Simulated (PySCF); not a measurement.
**Run report: C₅H₇BO₃, NMR shielding calculation**

System: C₅H₇BO₃.
Method: GIAO PBE0/pcSseg-1 NMR shielding, non-relativistic, gas phase (PySCF 2.14.0).

The geometry comes from this level: GFN2-xTB, MD frame at 800 fs, 300 K. It belongs to a series of runs on one base structure; here: MD frame at 800 fs, 300 K. Figures and captions count atoms from 1; the log counts them from 0 in places.

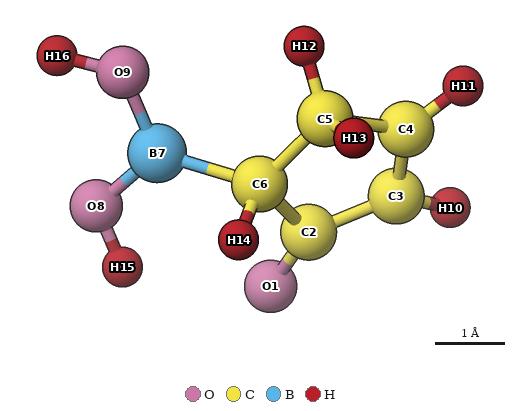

**Figure 1.** The structure (ball-and-stick view, seen at a tilt; atoms are numbered from 1 in the order of the input). Bond lengths as drawn: B–C 1.62 Å, B–O 1.34 to 1.36 Å, C–C 1.32 to 1.52 Å, C–H 1.05 to 1.12 Å, C–O 1.25 Å and H–O 1.00 Å.

Summary

- outcome: converged
- total energy: −444.809502 hartree
- HOMO: −7.33 eV
- LUMO: −1.63 eV
- dipole moment: 3.20 D
- isotropic shielding, O: −260.0 to 208.3 ppm
- isotropic shielding, C: −34.5 to 150.3 ppm
- isotropic shielding, B: 74.2 ppm
- isotropic shielding, H: 23.6 to 29.0 ppm
- hardware: 1 CPU thread, shared host
- wall time: 78 s
- peak memory: 0.86 GiB

Input file
```
{"job": {"kind": "nmr", "xc": "PBE0", "basis": "pcSseg-1", "pop": false}, "charge": 0, "multiplicity": 1}
O     -0.245300     1.675300    -0.137800
C     -0.961200     0.834200     0.454200
C     -2.198900     0.343200     0.082200
C     -2.528200    -0.698800     0.828900
C     -1.583600    -0.957100     1.986700
C     -0.511700     0.023000     1.659800
B      1.036800    -0.422100     1.520600
O      2.044700     0.376800     1.152100
O      1.425800    -1.644900     1.960800
H     -2.808100     0.588400    -0.782100
H     -3.358400    -1.313800     0.656400
H     -1.284600    -2.014700     1.941600
H     -2.206400    -0.751200     2.891200
H     -0.359800     0.767600     2.474100
H      1.724200     1.293400     0.929400
H      2.391900    -1.896500     2.001700
```

The first line tells a small driver script what to run in PySCF; the rest is the geometry in Å.

Command:
```bash
OMP_NUM_THREADS=1 python <driver script> task.json out
```

Output
```
coarse grid: 14120 points
cycle   1  E = -444.4847879348  dE =  1.667e+00  |g| = 1.127e+00  |ddm| = 3.707e+00
cycle   2  E = -443.8979648691  dE =  5.868e-01  |g| = 2.048e+00  |ddm| = 3.122e+00
cycle   3  E = -444.6910929037  dE = -7.931e-01  |g| = 4.216e-01  |ddm| = 2.553e+00
cycle   4  E = -444.7275375228  dE = -3.644e-02  |g| = 8.653e-02  |ddm| = 4.320e-01
cycle   5  E = -444.7286464332  dE = -1.109e-03  |g| = 3.191e-02  |ddm| = 8.410e-02
cycle   6  E = -444.7288632532  dE = -2.168e-04  |g| = 8.754e-03  |ddm| = 3.309e-02
cycle   7  E = -444.7288799168  dE = -1.666e-05  |g| = 3.207e-03  |ddm| = 1.010e-02
cycle   8  E = -444.7288819707  dE = -2.054e-06  |g| = 1.009e-03  |ddm| = 2.832e-03
final grid: 138480 points
cycle   9  E = -444.8094614026  dE = -2.537e-05  |g| = 1.430e-02  |ddm| = 3.385e-02
cycle  10  E = -444.8093390954  dE =  1.223e-04  |g| = 2.867e-02  |ddm| = 3.626e-02
cycle  11  E = -444.8094999684  dE = -1.609e-04  |g| = 3.332e-03  |ddm| = 2.677e-02
cycle  12  E = -444.8095020288  dE = -2.060e-06  |g| = 3.304e-04  |ddm| = 2.781e-03
cycle  13  E = -444.8095020451  dE = -1.622e-08  |g| = 1.443e-04  |ddm| = 3.355e-04
cycle  14  E = -444.8095020496  dE = -4.561e-09  |g| = 2.770e-05  |ddm| = 1.380e-04
cycle  15  E = -444.8095020498  dE = -1.327e-10  |g| = 1.243e-05  |ddm| = 3.191e-05
```

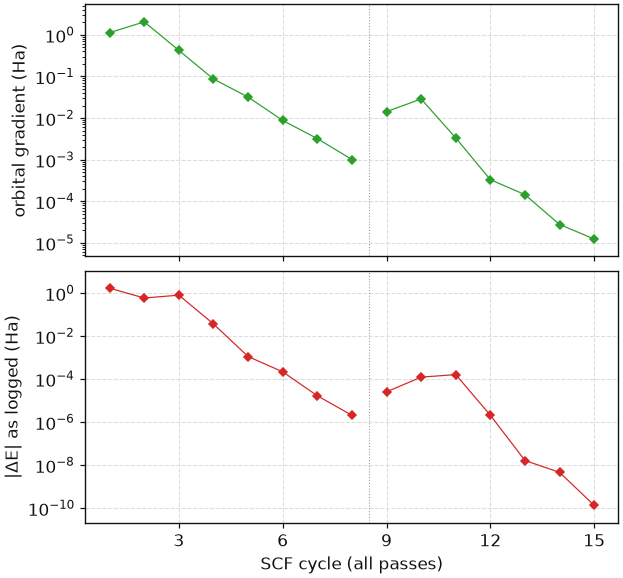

**Figure 2.** Convergence of the self-consistent field: orbital gradient and size of the energy change against the SCF cycle. The dotted line marks the change from a coarse to the final integration grid. The first 8 cycles use a coarse grid, the final grid takes over at cycle 9, and the field converges after 15 cycles in all.

```
converged SCF energy = -444.8095020498

GIAO shielding tensors (ppm)
atom      isotropic    diamagn.    paramagn.     s11        s22        s33       span
  0 O     -259.997     404.659    -664.656   -806.440   -331.694    358.143   1164.584
  1 C      -34.473     246.040    -280.514   -111.712    -57.239     65.532    177.244
  2 C       54.585     255.433    -200.848    -51.077     61.274    153.558    204.634
  3 C       -4.476     260.618    -265.094   -139.128    -17.807    143.506    282.634
  4 C      150.325     249.096     -98.771    139.143    153.876    157.956     18.814
  5 C      143.635     259.409    -115.774    123.624    140.621    166.661     43.036
  6 B       74.166     189.998    -115.831     59.491     73.832     89.175     29.684
  7 O      196.847     390.582    -193.735     85.052    229.698    275.791    190.738
  8 O      208.281     384.803    -176.522    126.462    242.393    255.987    129.526
  9 H       25.084      31.298      -6.214     23.337     24.234     27.681      4.343
 10 H       23.599      32.283      -8.684     18.601     24.757     27.439      8.838
 11 H       28.340      29.256      -0.917     23.043     28.571     33.405     10.361
 12 H       28.443      27.239       1.204     24.410     26.112     34.806     10.396
 13 H       28.979      30.336      -1.357     24.803     28.816     33.318      8.515
 14 H       24.768      31.796      -7.028     16.878     23.549     33.877     16.999
 15 H       26.247      28.074      -1.827     20.760     21.848     36.134     15.374
```

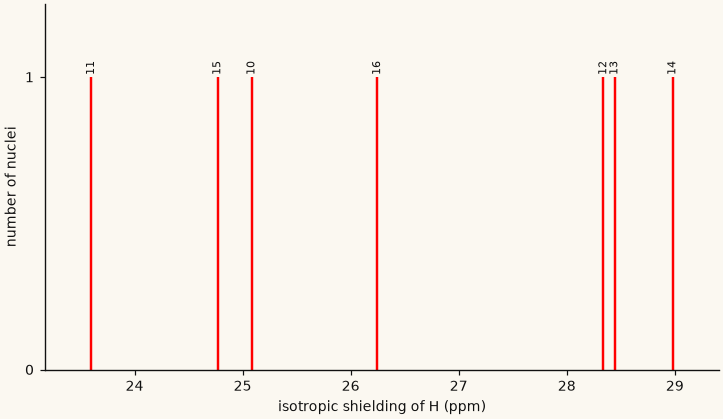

**Figure 3.** Isotropic shieldings of the hydrogen nuclei in this fixed geometry, labelled by atom number; shielding grows to the right, so chemical shift grows to the left. The least shielded is H11 (23.6 ppm), the most shielded H14 (29.0 ppm).
